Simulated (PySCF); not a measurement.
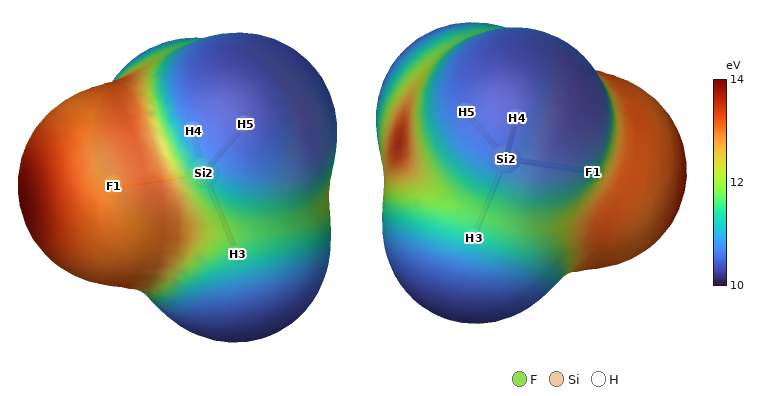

FH3Si, SMILES `F[SiH3]`. Average local ionisation energy on the surface of electron density 0.001 a.u. (back view left, front view right).

Level of theory: B3LYP/def2-SVP (PySCF), at a geometry from GFN2-xTB. No frequency check shows the geometry to be a minimum.

The calculation's input:

```python
import numpy as np
from pyscf import gto, scf, dft
from pyscf.scf import atom_ks, atom_hf
from scipy.linalg import block_diag

def solve(mol, dm0=None, hcore=None):
    mf = (dft.UKS if mol.spin else dft.RKS)(mol, xc='b3lyp')
    mf.grids.level = 3
    mf = mf.density_fit(auxbasis='def2-universal-jkfit')
    mf.conv_tol, mf.max_cycle = 1e-8, 80
    if hcore is not None:
        mf.get_hcore = lambda *args: hcore
    mf.kernel(dm0)
    if not mf.converged:
        mf = mf.newton().run(mf.mo_coeff, mf.mo_occ, max_cycle=30)
    assert mf.converged, 'SCF not converged'
    return mf

mol = gto.M(atom='''
F      1.09378     0.00001     0.00001
Si    -0.51218     0.00002     0.00001
H     -0.89101    -1.34098    -0.41561
H     -0.89130     0.31042     1.36895
H     -0.89126     1.03020    -0.95348
''', basis='def2-svp', charge=0, spin=0, verbose=4)
mf = solve(mol)
mf.analyze()
# spherically averaged free atoms, for the promolecule
atm = atom_ks.get_atm_nrks(mol, xc='b3lyp')
pro = block_diag(*[(atm[a[0]][2] * atm[a[0]][3]) @ atm[a[0]][2].T for a in mol._atom])
np.savez('result.npz', e=mf.e_tot, c=mf.mo_coeff, occ=mf.mo_occ, eps=mf.mo_energy, pro=pro, dip=mf.dip_moment(verbose=0), s2=mf.spin_square()[0])
```

Command:

```sh
OMP_NUM_THREADS=1 python input.py
```

The run took 3.4 s on 1 thread of AMD EPYC 7R43 64-Core Processor (Zen 3), on a shared host, peak memory 0.23 GiB.

Partitions, critical points and surface values were worked out afterwards from this run's density.

Where are the most loosely bound electrons on this surface?

The lowest value is 10.3 eV, 1.5 Å from H4, and at like points elsewhere. For comparison, the highest occupied orbital lies at −9.5 eV.

What volume does the surface enclose, and what is the dipole moment?

About 62 Å³; the dipole moment is 1.6 D.
